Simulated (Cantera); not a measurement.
Input: 1 mol H₂S, 0.63 mol H₂, 0.28 mol N₂, equilibrated at 22.0 bar.

These are equilibrium values from Cantera (NASA tables, ideal gas, pure condensed phases), not measurements of a reactor. Candidate condensed phases: S; 15 gas species. The numbers say what is thermodynamically allowed, not how fast it happens.

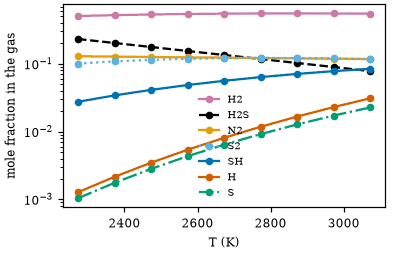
Fig. 1. Equilibrium gas composition (values under 1e-9 drawn at 1e-9)

From 2273 K to 3073 K nothing is condensed.
